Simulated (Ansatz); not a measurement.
# Calculations on Ge₂H₄

**1. Relaxation**

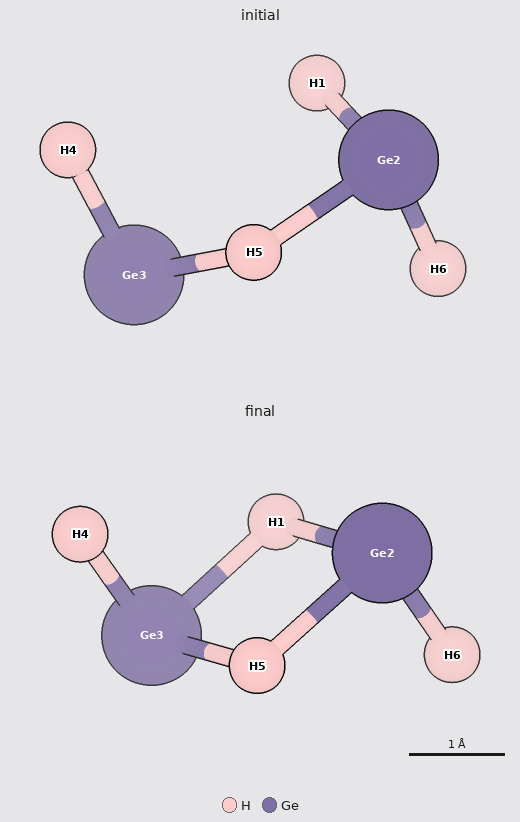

The structure of Ge₂H₄ before (top) and after (bottom) a relaxation, at one scale.

The picture is a ball-and-stick view, seen face on.

The run prepares an end point of a later path (reaction) calculation, from a guessed geometry.

These are results of UKS BLYP-D4/def2-SVPD (Ansatz 0.2.0), not measurements. Settings: collinear spin; force threshold 0.03 eV/Å; at most 50 steps.

### Summarise the run.

Over 5 geometry steps the energy falls by 60.6 kJ/mol. The largest force component goes from 1 to 0.017 eV/Å. H1 moves most after the best rigid fit: 0.65 Å. Largest moves by element: H 0.65 Å, Ge 0.45 Å. Near-neighbour distances that change, for instance: H1–Ge3 2.794 → 1.782 Å, H1–Ge2 1.548 → 1.780 Å, Ge2–H5 1.744 → 1.780 Å, Ge3–H5 1.761 → 1.782 Å. New bonds form, among them: H1–Ge3 (2.79 → 1.78 Å). Among the angles between lasting bonds that change: Ge2–H5–Ge3 123.1° → 105.4°, H1–Ge2–H5 90.4° → 74.7°, H1–Ge2–H6 95.4° → 87.6°. The run took 19 s on 4 threads of Arm Neoverse N1, on a shared host, peak memory 0.19 GiB.

**2. Relaxation**

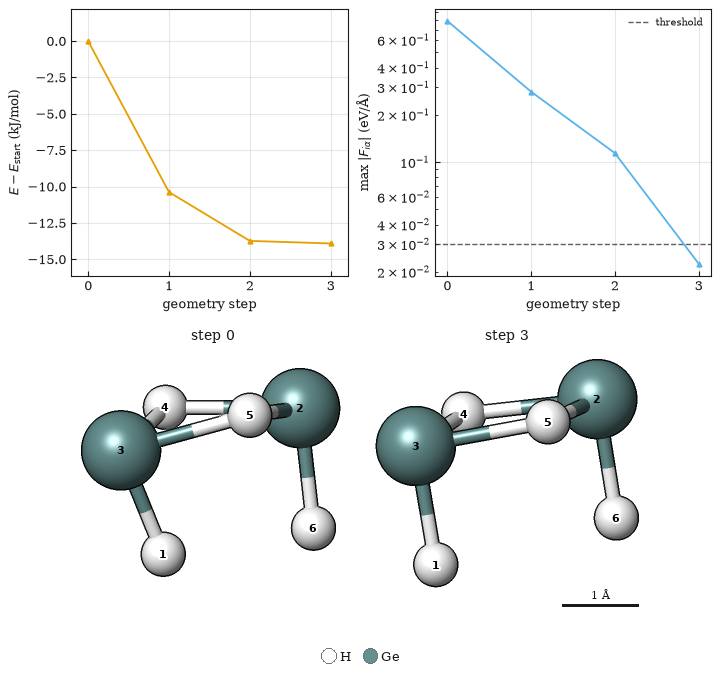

First and last geometry of a relaxation of Ge$_{2}$H$_{4}$, with the history of the run. Style: ball-and-stick. Shown at a tilt.

The run prepares an end point of a later path (reaction) calculation, from a guessed geometry.

Computed with UKS BLYP-D4/def2-SVPD in Ansatz 0.2.0.

Input
```yaml
crystal:
  periodic: [false, false, false]
  atoms:
    - { symbol: H, position_ang: [-1.432232, -0.113759, 0.395627] }
    - { symbol: Ge, position_ang: [1.3114, -0.514623, -0.161184] }
    - { symbol: Ge, position_ang: [-0.900642, 1.216544, -0.1603] }
    - { symbol: H, position_ang: [0.095567, 0.219381, -1.249482] }
    - { symbol: H, position_ang: [0.58593, 0.846511, 0.747898] }
    - { symbol: H, position_ang: [0.339978, -1.653954, 0.427541] }
magnetization:
  spin_polarized: true
basis:
  gaussian: { orbitals: def2-SVPD }
hamiltonian:
  xc: blyp
  dispersion: d4
relax:
  f_tol: 0.03
  max_steps: 50
```

Run as
```bash
ansatz run input.yaml --threads 4 --pin off --max-ram 5120MiB --backend cpu --events-out ev --progress --plain --runs-dir out
```

Question: Read the history and describe the run.

Answer: It converged. After 3 geometry steps the energy has fallen by 13.9 kJ/mol. Largest force component: 0.79 eV/Å at the start, 0.023 eV/Å at the end. The largest move after the best rigid fit is that of H1, 0.35 Å. Largest moves by element: H 0.35 Å, Ge 0.13 Å. Among the contacts that change: H1–Ge3 1.537 → 1.609 Å, Ge3–H4 1.781 → 1.789 Å. Bond angles that change, for instance: H1–Ge3–H4 86.0° → 92.0°, H4–Ge2–H6 95.9° → 91.8°, Ge2–H5–Ge3 103.7° → 106.1°. Cost: 12 s on 4 threads of Arm Neoverse N1 (shared host), peak memory 0.19 GiB.

| step | E − E(0), kJ/mol | largest force component, eV/Å |
| --- | --- | --- |
| 0 | 0.00 | 0.7944 |
| 1 | -10.38 | 0.2812 |
| 2 | -13.73 | 0.1142 |
| 3 | -13.91 | 0.0226 |

**3. Path**

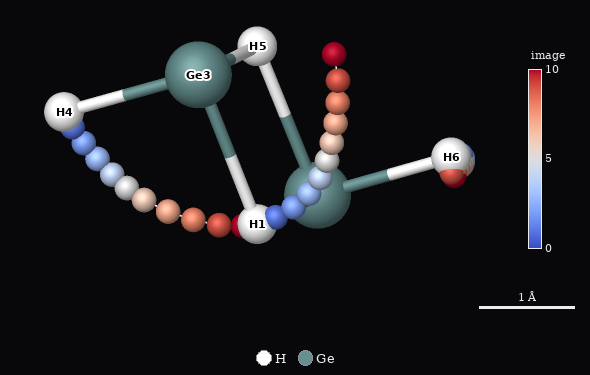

NEB run on Ge2H4. Images are numbered from 0 (start) to 10 (end). The start is drawn whole; smaller spheres mark the moving atoms (H) in the later images, joined by lines and coloured by the number of the image. Style: ball-and-stick. Shown at a tilt.

These are results of Ansatz 0.2.0, UKS BLYP-D4/def2-SVPD, not measurements. Settings: 9 movable images; climbing image; force threshold 0.05 eV/Å; iteration limit 60; starting path through a guess of the saddle point.

Question: Describe the path and its energy.

Answer: A hydrogen atom shifts from one atom to another. Breaking: Ge–H (1.78 → 3.28 Å). Forming: Ge–H (3.19 → 1.79 Å). The energy climbs by 0.47 eV to image 6 and then falls by 0.39 eV, so the end point sits at +0.08 eV. The band converged in 9 iterations, with a climbing image at the top. At the top, the vibrational analysis gives one imaginary mode (523i cm⁻¹), as a transition state must have.

Cost: 3.9 min on 4 threads of Arm Neoverse N1, on a shared host, peak memory 0.21 GiB.
